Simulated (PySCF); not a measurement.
**C4H4F2: a changed input and its effect**

System: C4H4F2, SMILES C=C(F)C(=C)F.
Method of run 1: GIAO BP86/pcSseg-1 NMR shielding, non-relativistic, gas phase (PySCF 2.14.0).

The geometry comes from this level: PBE0-D3(BJ)/def2-SVP. Text and figures count atoms from 1; the logs count them from 0 in places.

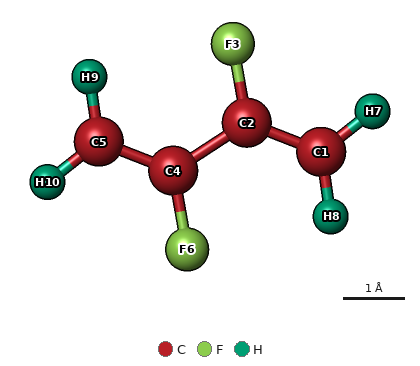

**Figure 1.** The structure as given in the input (ball-and-stick view, seen on its broad side; atoms are numbered from 1 in the order of the input). Bond lengths as drawn: C–C 1.33 to 1.46 Å, C–F 1.33 Å and C–H 1.09 Å.

The input, run 1:
```
{"job": {"kind": "nmr", "xc": "BP86", "basis": "pcSseg-1", "pop": false}, "charge": 0, "multiplicity": 1}
C      1.798452    -0.385567     0.254260
C      0.680754     0.261741    -0.073528
F      0.715868     1.494058    -0.581000
C     -0.678988    -0.260676     0.069293
C     -1.796671     0.386379    -0.259038
F     -0.714109    -1.492682     0.577528
H      2.771295     0.085722     0.111482
H      1.736312    -1.390933     0.667083
H     -1.734520     1.391502    -0.672445
H     -2.769510    -0.084891    -0.116161
```

The first line tells a small driver script what to run in PySCF; the rest is the geometry in Å.

Launched with:
```bash
OMP_NUM_THREADS=1 python <driver script> task.json out
```

Hardware: 1 CPU thread, shared host.

Output (run 1):
```
coarse grid: 9000 points
cycle   1  E = -354.2851469372  dE =  7.152e-01  |g| = 6.891e-01  |ddm| = 2.889e+00
cycle   2  E = -354.0690119914  dE =  2.161e-01  |g| = 1.240e+00  |ddm| = 1.380e+00
cycle   3  E = -354.3618339101  dE = -2.928e-01  |g| = 2.179e-01  |ddm| = 9.686e-01
cycle   4  E = -354.3742339415  dE = -1.240e-02  |g| = 5.640e-02  |ddm| = 2.373e-01
cycle   5  E = -354.3747822284  dE = -5.483e-04  |g| = 3.016e-02  |ddm| = 6.424e-02
cycle   6  E = -354.3749640214  dE = -1.818e-04  |g| = 2.850e-03  |ddm| = 2.382e-02
cycle   7  E = -354.3749656423  dE = -1.621e-06  |g| = 2.424e-04  |ddm| = 2.123e-03
final grid: 89528 points
cycle   8  E = -354.4380132751  dE = -3.321e-05  |g| = 4.171e-03  |ddm| = 2.614e-02
cycle   9  E = -354.4380108724  dE =  2.403e-06  |g| = 5.770e-03  |ddm| = 8.360e-03
cycle  10  E = -354.4380164760  dE = -5.604e-06  |g| = 9.644e-04  |ddm| = 5.149e-03
cycle  11  E = -354.4380166575  dE = -1.815e-07  |g| = 1.477e-04  |ddm| = 7.839e-04
cycle  12  E = -354.4380166596  dE = -2.040e-09  |g| = 1.165e-04  |ddm| = 1.825e-04
cycle  13  E = -354.4380166630  dE = -3.451e-09  |g| = 1.007e-05  |ddm| = 9.287e-05
cycle  14  E = -354.4380166631  dE = -1.796e-11  |g| = 2.690e-06  |ddm| = 1.003e-05
converged SCF energy = -354.4380166631

GIAO shielding tensors (ppm)
atom      isotropic    diamagn.    paramagn.     s11        s22        s33       span
  0 C       85.823     256.629    -170.806     -5.534     98.316    164.687    170.221
  1 C       15.104     252.195    -237.091    -80.829     56.310     69.831    150.660
  2 F      274.892     475.866    -200.973    192.698    272.893    359.086    166.387
  3 C       15.104     252.191    -237.087    -80.829     56.310     69.831    150.660
  4 C       85.824     256.628    -170.804     -5.532     98.318    164.687    170.219
  5 F      274.889     475.872    -200.984    192.696    272.893    359.077    166.381
  6 H       26.361      28.906      -2.545     24.140     25.038     29.906      5.765
  7 H       26.237      30.798      -4.560     24.303     24.556     29.854      5.551
  8 H       26.238      30.795      -4.557     24.303     24.556     29.854      5.550
  9 H       26.361      28.910      -2.549     24.140     25.038     29.906      5.765
```

The input of run 2 differs as follows (lines with − go, lines with + come):
```diff
-C      1.798452    -0.385567     0.254260
-C      0.680754     0.261741    -0.073528
-F      0.715868     1.494058    -0.581000
-C     -0.678988    -0.260676     0.069293
-C     -1.796671     0.386379    -0.259038
-F     -0.714109    -1.492682     0.577528
-H      2.771295     0.085722     0.111482
-H      1.736312    -1.390933     0.667083
-H     -1.734520     1.391502    -0.672445
-H     -2.769510    -0.084891    -0.116161
+C      1.710381    -0.380753    -0.099932
+C      0.684812     0.369396     0.286646
+F      0.860662     1.644798     0.646386
+C     -0.722396    -0.087071     0.397152
+C     -1.677313     0.133645    -0.499136
+F     -0.980702    -0.746716     1.530684
+H      2.721495     0.030034    -0.127030
+H      1.545430    -1.417727    -0.392106
+H     -1.446020     0.671089    -1.418619
+H     -2.696350    -0.216693    -0.324043
```

What does this change do to the results?

With the same method and basis, run 2 lies 7.4 kcal/mol higher. The HOMO goes from −6.24 to −6.62 eV. The LUMO goes from −2.21 to −1.58 eV. The dipole moment goes from 0.00 to 1.51 D. Of all shieldings, the largest change is that of F3 and F6, by −43.1 ppm. The number of SCF iterations is the same.

Output (run 2):
```
coarse grid: 9000 points
cycle   1  E = -354.2641917637  dE =  7.052e-01  |g| = 7.109e-01  |ddm| = 2.851e+00
cycle   2  E = -353.9956208856  dE =  2.686e-01  |g| = 1.324e+00  |ddm| = 1.371e+00
cycle   3  E = -354.3363557776  dE = -3.407e-01  |g| = 2.935e-01  |ddm| = 1.020e+00
cycle   4  E = -354.3589820808  dE = -2.263e-02  |g| = 8.717e-02  |ddm| = 3.201e-01
cycle   5  E = -354.3602661399  dE = -1.284e-03  |g| = 3.828e-02  |ddm| = 8.637e-02
cycle   6  E = -354.3605674439  dE = -3.013e-04  |g| = 2.802e-03  |ddm| = 2.972e-02
cycle   7  E = -354.3605688039  dE = -1.360e-06  |g| = 2.210e-04  |ddm| = 1.866e-03
final grid: 89528 points
cycle   8  E = -354.4262337066  dE = -4.186e-05  |g| = 3.108e-03  |ddm| = 2.320e-02
cycle   9  E = -354.4262324516  dE =  1.255e-06  |g| = 3.763e-03  |ddm| = 5.846e-03
cycle  10  E = -354.4262360848  dE = -3.633e-06  |g| = 9.213e-04  |ddm| = 3.210e-03
cycle  11  E = -354.4262362128  dE = -1.280e-07  |g| = 2.709e-04  |ddm| = 9.001e-04
cycle  12  E = -354.4262362219  dE = -9.047e-09  |g| = 1.282e-04  |ddm| = 2.538e-04
cycle  13  E = -354.4262362258  dE = -3.968e-09  |g| = 2.630e-05  |ddm| = 1.092e-04
cycle  14  E = -354.4262362260  dE = -1.722e-10  |g| = 9.401e-06  |ddm| = 2.925e-05
converged SCF energy = -354.4262362260

GIAO shielding tensors (ppm)
atom      isotropic    diamagn.    paramagn.     s11        s22        s33       span
  0 C       78.752     257.737    -178.985    -17.182     99.772    153.667    170.849
  1 C       11.692     251.573    -239.881    -93.770     55.181     73.666    167.436
  2 F      231.774     474.279    -242.505    147.655    227.173    320.494    172.839
  3 C       11.695     251.574    -239.879    -93.789     55.191     73.683    167.471
  4 C       78.761     257.738    -178.977    -17.178     99.793    153.666    170.844
  5 F      231.764     474.283    -242.519    147.702    227.144    320.444    172.742
  6 H       26.220      29.037      -2.816     23.656     25.270     29.736      6.080
  7 H       26.511      31.005      -4.494     24.056     25.511     29.966      5.910
  8 H       26.512      31.006      -4.494     24.056     25.513     29.967      5.911
  9 H       26.220      29.038      -2.818     23.655     25.270     29.736      6.080
```

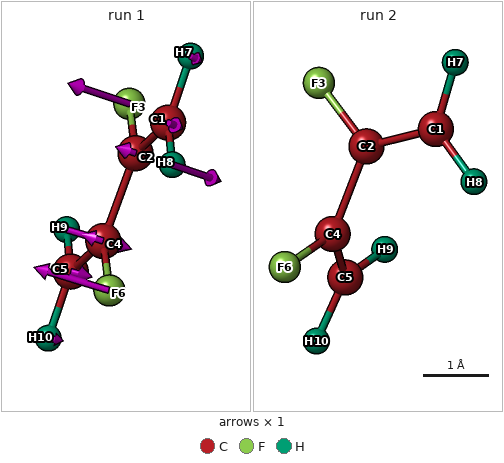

**Figure 2.** The two input geometries at one scale (ball-and-stick view, seen at an oblique angle). The pink arrows on the first give the shifts of the atoms after the best rigid fit, at true length. The largest moves after the best rigid fit, 1.24 Å, are those of F3 and F6. By element the largest moves are F 1.24 Å, H 1.08 Å, C 0.37 Å. Among the contacts that change: C2–C4 1.464 → 1.484 Å, C1–C2 1.333 → 1.328 Å.

The two runs side by side:

```csv
quantity,run 1,run 2
outcome,converged,converged
total energy (hartree),−354.438017,−354.426236
HOMO (eV),−6.24,−6.62
LUMO (eV),−2.21,−1.58
dipole moment (D),0.00,1.51
shielding of C1 (ppm),85.8,78.8
shielding of C2 (ppm),15.1,11.7
shielding of F3 (ppm),274.9,231.8
shielding of C4 (ppm),15.1,11.7
shielding of C5 (ppm),85.8,78.8
shielding of F6 (ppm),274.9,231.8
shielding of H9 (ppm),26.2,26.5
SCF iterations,14,14
basis functions,122,122
wall time (shared host),9.9 s,10 s
```
